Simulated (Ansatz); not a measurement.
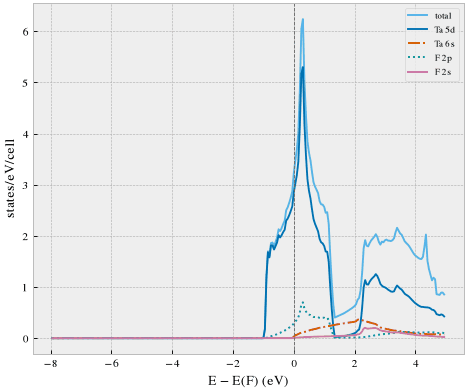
Figure. Total and projected density of states of TaF₃ (ReO3 type, space group No. 221), r²SCAN in the plane-wave PAW code Ansatz

**Question.** Which orbitals carry the states next to the Fermi level?

**Answer.** Within 0.5 eV of the Fermi level: Ta 5d 87 %, F 2p 10 %. Projections are on Löwdin-orthogonalised atomic valence shells; empty p or d shells of many metals are not among them.

Space group Pm-3m (ReO3 type). The workflow started from an entry of the Crystallography Open Database (COD). Its standing as an ambient phase is unchecked. The r²SCAN relaxation kept the symmetry of its start. At this level the phase is mechanically unstable. The run is not spin-polarised. The volume moved by 15 % from the start of the relaxation. Spin–orbit coupling is left out wherever it is not named.

Potentials: the later of the program's two PAW sets.
